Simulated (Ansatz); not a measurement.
**B₂H₂ (singlet): from Hartree-Fock to the top rungs, cc-pVTZ**

Aim: climb from Hartree-Fock through coupled cluster for B₂H₂ (singlet) at one geometry and basis, and see what each rung misses.

Computed with Ansatz 0.2.0, Gaussian basis. Level: cc-pVTZ, core rule «outside noble gas», up to 2 orbitals frozen.

Plan: UHF; CCSD(T) on RHF; CCSD(T) on UHF; BCCD(T) on RHF; CISD; CCSDT(Q) on RHF.

12 further runs of the same task are left out: 3 for a known fault of the program, 1 for a mislabelled method, 3 that didn't finish, 5 set aside as unsound or not needed.

## (1) The system

The geometry is a PBE0/def2-TZVP stationary point (not a proven minimum).

4 atoms, charge 0, spin multiplicity 1.

Atoms are counted from 1 here; the program's logs count them from 0.

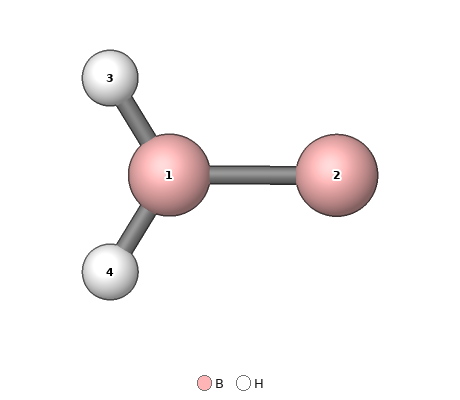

The geometry (boron pink, hydrogen white); atoms are numbered from 1 in the order of the file.

Coordinates:

```xyz
4

B     0.00000    0.00000    0.75290
B     0.00000    0.00000   -1.00956
H     0.00000    1.02398    1.37646
H     0.00000   -1.02398    1.37646
```

In the tables R marks a restricted determinant and U an unrestricted one; energies count from the table's Hartree-Fock row.

## (2) UHF

in.yaml reads:

```yaml
crystal:
  periodic: [false, false, false]
  atoms:
    - {symbol: B, position_ang: [0.000000, 0.000000, 0.752901]}
    - {symbol: B, position_ang: [0.000000, 0.000000, -1.009563]}
    - {symbol: H, position_ang: [0.000000, 1.023985, 1.376457]}
    - {symbol: H, position_ang: [0.000000, -1.023985, 1.376457]}
basis:
  gaussian: {orbitals: cc-pVTZ}
magnetization: {spin_polarized: true, initial_magnetization: 0}
hamiltonian: {xc: hf}
output: {orbitals: {seedname: orbitals}}
```

Started as:

```console
ansatz run in.yaml --threads 1 --pin off --events-out ev --progress --plain --max-ram 2393MiB
```

Log:

```text
Functional definition: HF
  name "HF"
  cite "Fock, Z. Phys. 61, 126 (1930) doi:10.1007/BF01340294"
  parent pbe
  exchange = exact_x
  correlation = 0
626 factors; their error is unknown
mean field evaluation 1: about -1369.6422 eV, gradient 8.7e0 eV
mean field evaluation 2: about -1370.4191 eV, gradient 2.8e0 eV
mean field evaluation 4: about -1370.5324 eV, gradient 1.5e-1 eV
mean field evaluation 8: about -1370.5416 eV, gradient 8.0e-5 eV
mean field evaluation 16: about -1370.6393 eV, gradient 7.7e-1 eV
mean field evaluation 32: about -1371.0254 eV, gradient 6.8e-1 eV
mean field evaluation 64: about -1370.6329 eV, gradient 2.6e0 eV
mean field evaluation 96: about -1370.9664 eV, gradient 2.0e0 eV
mean field evaluation 128: about -1370.5416 eV, gradient 2.3e-2 eV
mean field -1371.14022574 eV, -50.3884739038 hartree, gradient 4.0e-5 eV, S^2 0.863628; 7 other end points of the search recorded, 0 dependent functions left out
reference -1371.14022574 eV, -50.3884739038 hartree; 6, 6 occupied and 82, 82 virtual orbitals, 626 factors
Total energy: -1371.14022574 eV, -50.3884739038 hartree
```

Run time: 2.4 s. Hardware: 1 thread of Arm Neoverse V1, shared host.

From the report: ⟨S²⟩ of the determinant 0.864 (pure singlet: 0.00). The determinant is far from a pure spin state, so its energy mixes those of several spin states (harmless only where they are near-degenerate, as at dissociation).

The unrestricted solution breaks the spin symmetry, so the restricted determinant is unstable here.

## (3) CCSD(T) on RHF

Changes to in.yaml since step 2:

```diff
@@ -9,4 +9,4 @@
   gaussian: {orbitals: cc-pVTZ}
-magnetization: {spin_polarized: true, initial_magnetization: 0}
-hamiltonian: {xc: hf}
-output: {orbitals: {seedname: orbitals}}
+magnetization: {spin_polarized: false}
+correlation: {method: ccsd_t, electrons: outside_noble_gas}
+output: {forces: true}
```

Launched as before.

Log, shortened:

```text
Functional definition: HF
  name "HF"
  cite "Fock, Z. Phys. 61, 126 (1930) doi:10.1007/BF01340294"
  parent pbe
[...]
507 factors; integrals over basis functions are off by at most 1.2e-3 eV
[...]
mean field -1370.54162592 eV, -50.3664757661 hartree, gradient 3.4e-6 eV, S^2 0.000000; 4 other end points of the search recorded, 0 dependent functions left out; unrestricted orbitals would lower it
determinant -1370.54162592 eV, -50.3664757661 hartree, with singles and doubles -1376.13423339 eV, -50.5720002999 hartree
determinant -1367.70440774 eV, -50.2622099210 hartree, with singles and doubles -1374.00847044 eV, -50.4938799521 hartree
2 core orbitals not correlated: weight in the atoms' cores, before any rotation towards them, 1.000 or more for the frozen orbitals, at most 0.000 for the correlated occupied ones
reference -1370.54162592 eV, -50.3664757661 hartree; 4, 4 occupied and 82, 82 virtual orbitals, 507 factors
second order -4.37548973 eV of doubles, -0.00000000 eV of singles
cycle   1  -5.42306499 eV  change   -3.3e-1 eV  update   2.5e-2
[...]
cycle  13  -5.44569851 eV  change   -4.2e-7 eV  update   1.1e-6
perturbative correction -0.16112014 eV, -0.0059210561 hartree
[...]
Total energy: -1376.14844457 eV, -50.5725225510 hartree
Atom 0 at     0.000000     0.000000     0.752901 Å, force     0.000000     0.000000     0.157496 eV/Å
Atom 1 at     0.000000     0.000000    -1.009563 Å, force    -0.000000     0.000000    -0.106889 eV/Å
Atom 2 at     0.000000     1.023985     1.376457 Å, force     0.000000    -0.045975    -0.025304 eV/Å
Atom 3 at     0.000000    -1.023985     1.376457 Å, force     0.000000     0.045975    -0.025304 eV/Å
Dipole moment:    -0.000000     0.000000     0.389136 e Å
```

It took 7.5 s on 1 thread of Arm Neoverse V1, shared host; peak memory 0.32 GiB.

From the report: correlation -5.6068 eV; T1 0.013; largest double amplitude 0.10.

## (4) CCSD(T) on UHF

Changes to in.yaml since step 3:

```diff
@@ -9,3 +9,3 @@
   gaussian: {orbitals: cc-pVTZ}
-magnetization: {spin_polarized: false}
+magnetization: {spin_polarized: true, initial_magnetization: 0}
 correlation: {method: ccsd_t, electrons: outside_noble_gas}
```

Launched as before.

Log, shortened:

```text
Functional definition: HF
  name "HF"
  cite "Fock, Z. Phys. 61, 126 (1930) doi:10.1007/BF01340294"
  parent pbe
[...]
507 factors; integrals over basis functions are off by at most 1.2e-3 eV
[...]
mean field -1371.14023132 eV, -50.3884741088 hartree, gradient 2.1e-6 eV, S^2 0.863628; 20 other end points of the search recorded, 0 dependent functions left out
determinant -1371.14023132 eV, -50.3884741088 hartree, with singles and doubles -1376.15178869 eV, -50.5726454452 hartree
determinant -1370.75304136 eV, -50.3742451403 hartree, with singles and doubles -1375.88789410 eV, -50.5629474977 hartree
determinant -1369.45557715 eV, -50.3265642099 hartree, with singles and doubles -1374.58420289 eV, -50.5150377295 hartree
determinant -1368.09948362 eV, -50.2767286919 hartree, with singles and doubles -1373.21573313 eV, -50.4647473933 hartree
[...]
2 core orbitals not correlated: weight in the atoms' cores, before any rotation towards them, 1.000 or more for the frozen orbitals, at most 0.000 for the correlated occupied ones
reference -1371.14023132 eV, -50.3884741088 hartree; 4, 4 occupied and 82, 82 virtual orbitals, 507 factors
second order -3.92628831 eV of doubles, -0.00000000 eV of singles
cycle   1  -4.91133075 eV  change    7.7e-7 eV  update   4.8e-6
[...]
cycle  13  -4.91132861 eV  change    3.1e-7 eV  update   2.8e-7
perturbative correction -0.15575245 eV, -0.0057237970 hartree
[...]
Total energy: -1376.20731238 eV, -50.5746859031 hartree
Atom 0 at     0.000000     0.000000     0.752901 Å, force    -0.000001     0.000000    -0.554515 eV/Å
Atom 1 at     0.000000     0.000000    -1.009563 Å, force     0.000001    -0.000000     0.911290 eV/Å
Atom 2 at     0.000000     1.023985     1.376457 Å, force     0.000000     0.003517    -0.178388 eV/Å
Atom 3 at     0.000000    -1.023985     1.376457 Å, force     0.000000    -0.003517    -0.178388 eV/Å
Dipole moment:    -0.000000    -0.000000     0.188197 e Å
```

Run time: 56 s. Hardware: 1 thread of Arm Neoverse V1, shared host; peak memory 0.65 GiB.

From the report: ⟨S²⟩ of the determinant 0.864 (pure singlet: 0.00); correlation -5.0671 eV; T1 0.047; largest double amplitude 0.07. The determinant is far from a pure spin state, so its energy mixes those of several spin states (harmless only where they are near-degenerate, as at dissociation).

## (5) BCCD(T) on RHF

Changes to in.yaml since step 4:

```diff
@@ -9,4 +9,3 @@
   gaussian: {orbitals: cc-pVTZ}
-magnetization: {spin_polarized: true, initial_magnetization: 0}
-correlation: {method: ccsd_t, electrons: outside_noble_gas}
-output: {forces: true}
+magnetization: {spin_polarized: false}
+correlation: {method: bccd_t, electrons: outside_noble_gas}
```

Launched as before.

Log, shortened:

```text
Functional definition: HF
  name "HF"
  cite "Fock, Z. Phys. 61, 126 (1930) doi:10.1007/BF01340294"
  parent pbe
[...]
507 factors; integrals over basis functions are off by at most 1.2e-3 eV
[...]
mean field -1370.54162592 eV, -50.3664757661 hartree, gradient 3.4e-6 eV, S^2 0.000000; 4 other end points of the search recorded, 0 dependent functions left out; unrestricted orbitals would lower it
determinant -1370.54162592 eV, -50.3664757661 hartree, with singles and doubles -1376.13423339 eV, -50.5720002999 hartree
determinant -1367.70440774 eV, -50.2622099210 hartree, with singles and doubles -1374.00847044 eV, -50.4938799521 hartree
2 core orbitals not correlated: weight in the atoms' cores, before any rotation towards them, 1.000 or more for the frozen orbitals, at most 0.000 for the correlated occupied ones
reference -1370.54162592 eV, -50.3664757661 hartree; 4, 4 occupied and 82, 82 virtual orbitals, 507 factors
second order -4.37548973 eV of doubles, -0.00000000 eV of singles
cycle   1  -5.42285107 eV  change   -3.3e-1 eV  update   2.5e-2
[...]
cycle  11  -5.44235502 eV  change   -2.7e-6 eV  update   7.3e-6
perturbative correction -0.16520005 eV, -0.0060709900 hartree
Total energy: -1376.14918100 eV, -50.5725496142 hartree
```

It took 2.4 s on 1 thread of Arm Neoverse V1, shared host.

From the report: correlation -5.6076 eV; largest double amplitude 0.10.

## (6) CISD

Changes to in.yaml since step 5:

```diff
@@ -9,3 +9,2 @@
   gaussian: {orbitals: cc-pVTZ}
-magnetization: {spin_polarized: false}
-correlation: {method: bccd_t, electrons: outside_noble_gas}
+correlation: {active_space: {ras: {orbitals: [4, 0, 82], electrons: 8, max_holes: 2, max_particles: 2}, fixed_orbitals: true}}
```

Same command.

Log:

```text
Functional definition: HF
  name "HF"
  cite "Fock, Z. Phys. 61, 126 (1930) doi:10.1007/BF01340294"
  parent pbe
  exchange = exact_x
  correlation = 0
507 factors; integrals over basis functions are off by at most 1.2e-3 eV
mean field evaluation 1: about -1369.6547 eV, gradient 1.2e1 eV
mean field evaluation 2: about -1369.6526 eV, gradient 1.2e1 eV
mean field evaluation 4: about -1370.5361 eV, gradient 8.2e-1 eV
mean field evaluation 8: about -1370.5416 eV, gradient 5.3e-4 eV
mean field evaluation 16: about -1367.7044 eV, gradient 2.3e-3 eV
mean field evaluation 32: about -1367.7089 eV, gradient 2.7e-1 eV
mean field -1370.54162592 eV, -50.3664757661 hartree, gradient 3.4e-6 eV, S^2 0.000000; 4 other end points of the search recorded, 0 dependent functions left out
reference -1370.54162592 eV, -50.3664757661 hartree; 6, 6 occupied and 82, 82 virtual orbitals, 507 factors
state -1375.58300532 eV, -50.5517430418 hartree
Total energy: -1375.58300532 eV, -50.5517430418 hartree
```

It took 4.4 s on 1 thread of Arm Neoverse V1, shared host; peak memory 0.28 GiB.

From the report: 40,943 determinants.

## (7) CCSDT(Q) on RHF

Changes to in.yaml since step 6:

```diff
@@ -9,2 +9,3 @@
   gaussian: {orbitals: cc-pVTZ}
-correlation: {active_space: {ras: {orbitals: [4, 0, 82], electrons: 8, max_holes: 2, max_particles: 2}, fixed_orbitals: true}}
+magnetization: {spin_polarized: false}
+correlation: {method: ccsdt_q, electrons: outside_noble_gas}
```

The command is unchanged.

Log, shortened:

```text
Functional definition: HF
  name "HF"
  cite "Fock, Z. Phys. 61, 126 (1930) doi:10.1007/BF01340294"
  parent pbe
[...]
1082 factors; integrals over basis functions are off by at most 2.2e-7 eV
[...]
mean field -1370.54162759 eV, -50.3664758273 hartree, gradient 4.3e-6 eV, S^2 0.000000; 4 other end points of the search recorded, 0 dependent functions left out; unrestricted orbitals would lower it
determinant -1370.54162759 eV, -50.3664758273 hartree, with singles and doubles -1376.13425582 eV, -50.5720011241 hartree
determinant -1367.70441075 eV, -50.2622100317 hartree, with singles and doubles -1374.00845783 eV, -50.4938794890 hartree
2 core orbitals not correlated: weight in the atoms' cores, before any rotation towards them, 1.000 or more for the frozen orbitals, at most 0.000 for the correlated occupied ones
reference -1370.54162759 eV, -50.3664758273 hartree; 4, 4 occupied and 82, 82 virtual orbitals, 1082 factors
second order -4.37551626 eV of doubles, -0.00000000 eV of singles
cycle   1  -5.06427470 eV  change   -6.9e-1 eV  update   7.9e-2
[...]
cycle  22  -5.63736072 eV  change   -1.3e-7 eV  update   8.6e-7
perturbative correction -0.00836391 eV, -0.0003073680 hartree
Total energy: -1376.18735222 eV, -50.5739523808 hartree
```

It took 93 s on 1 thread of Arm Neoverse V1, shared host; peak memory 0.75 GiB.

From the report: correlation -5.6457 eV; T1 0.014; largest double amplitude 0.13.

## (8) All levels against the top one

No level here is safe as a reference; RCCSDT(Q) serves as a yardstick only. Rows without a time come out of other runs: HF, MP2 and CCSD of CCSD(T), CCSDT of CCSDT(Q). The times of RCCSD(T), UCCSD(T) include forces.

Differences are taken before rounding.

```
   method  energy from the lowest RHF (meV)  from RCCSDT(Q) (meV)   time
      RHF                               0.0               +5645.7       
      UHF                            -598.6               +5047.1       
     RMP2                           -4375.5               +1270.2       
     UMP2                           -4524.9               +1120.8       
     CISD                           -5041.4                +604.3  4.4 s
    RCCSD                           -5445.7                +200.0       
    UCCSD                           -5509.9                +135.8       
 RCCSD(T)                           -5606.8                 +38.9  7.5 s
 UCCSD(T)                           -5665.7                 -20.0   56 s
  BCCD(T)                           -5607.6                 +38.2  2.4 s
   RCCSDT                           -5637.4                  +8.4       
RCCSDT(Q)                           -5645.7                     0   93 s
```

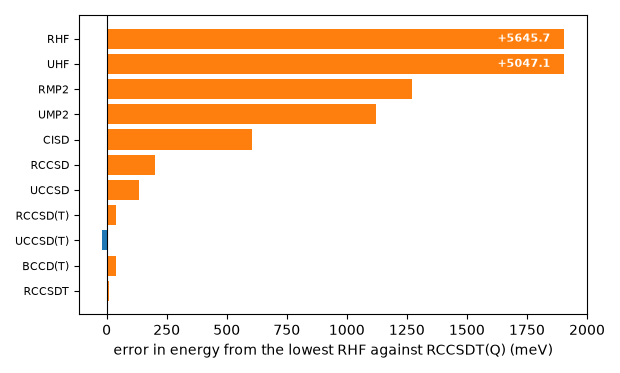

How far each level lands from RCCSDT(Q). Bars with a number in them are cut short.

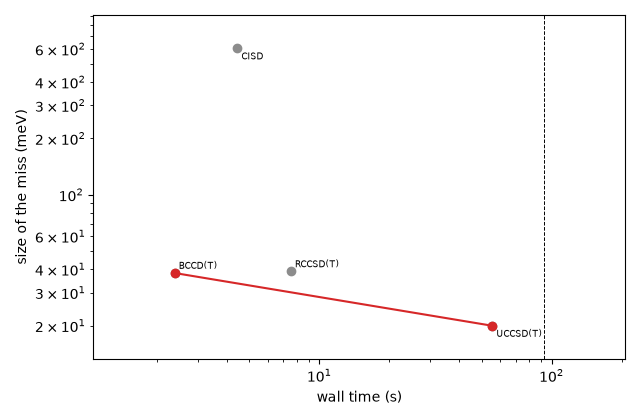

Accuracy for the time spent; red marks the levels that beat every quicker one drawn (of those quicker than the yardstick), and the dashed line is the time of RCCSDT(Q). Times are from a shared host.

With the free atoms at the same levels and basis (separate runs), the atomisation energy is 10.267 eV at RCCSDT(Q), 10.251 eV at RCCSD(T), 10.309 eV at UCCSD(T), 8.237 eV at RHF.

## (9) What came out

| quantity | value |
| --- | --- |
| RCCSDT(Q) below the RHF energy | -5.6457 eV |
| RMP2 from RCCSDT(Q) | +1270.2 meV |
| UMP2 from RCCSDT(Q) | +1120.8 meV |
| RCCSD from RCCSDT(Q) | +200.0 meV |
| RCCSD(T) from RCCSDT(Q) | +38.9 meV |
| UCCSD(T) from RCCSDT(Q) | -20.0 meV |
| T1 diagnostic | 0.013 |

RCCSD(T) lands +38.9 meV from the yardstick (0.7 % of the correlation energy). CCSD(T) misses by +38.9 meV on the restricted determinant and by -20.0 meV on the unrestricted one; the two need not hold the same state or core. Warnings: restricted reference is unstable; spin contamination.
